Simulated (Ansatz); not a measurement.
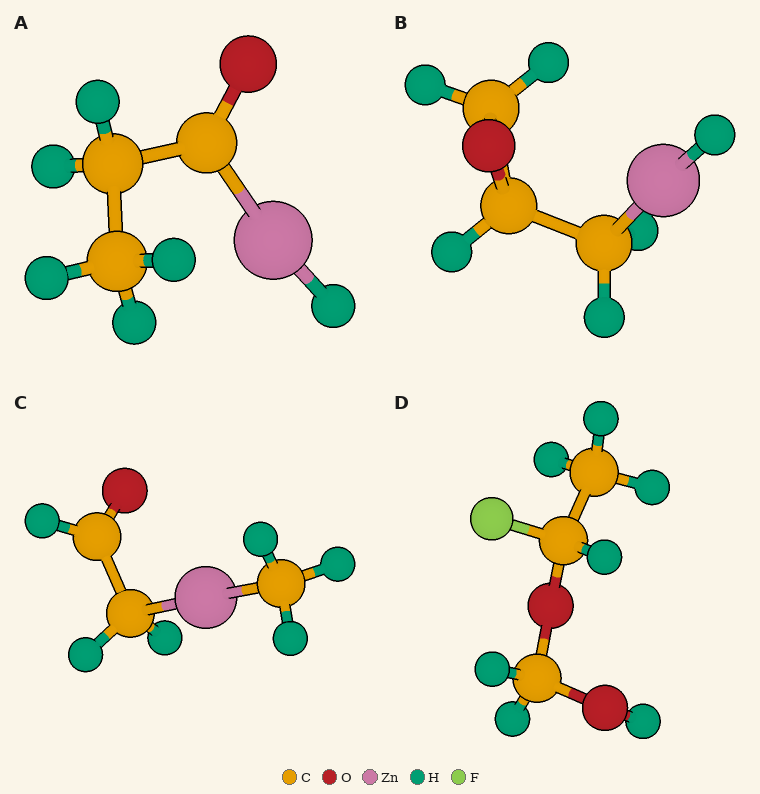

```sh
ansatz run in.yaml --threads 2 --pin off --events-out ev --progress --plain --max-ram 22528MiB --backend cuda --devices 0, --max-vram 18GiB
```

```yaml
crystal:
  periodic: [false, false, false]
  atoms:
    - {symbol: C, position_ang: [-0.696982, 0.014444, 1.185724]}
    - {symbol: C, position_ang: [0.504482, 0.648329, 0.503091]}
    - {symbol: C, position_ang: [0.954141, -0.137670, -0.705479]}
    - {symbol: O, position_ang: [2.115907, -0.440664, -0.866872]}
    - {symbol: Zn, position_ang: [-0.279332, -0.773046, -2.154980]}
    - {symbol: H, position_ang: [-1.057051, 0.637025, 2.006086]}
    - {symbol: H, position_ang: [-0.446706, -0.967535, 1.593938]}
    - {symbol: H, position_ang: [-1.529951, -0.117898, 0.487300]}
    - {symbol: H, position_ang: [1.352487, 0.759522, 1.185531]}
    - {symbol: H, position_ang: [0.234488, 1.648641, 0.138615]}
    - {symbol: H, position_ang: [-1.086185, -1.328247, -3.352253]}
basis:
  gaussian: {orbitals: def2-TZVPP}
hamiltonian: {xc: pbe, dispersion: d4}
output: {forces: true, orbitals: {seedname: orbitals}}
```

> Which panel shows the molecule in this file?

A. The file holds C3H6OZn, `CC[C](=O)[ZnH]`.
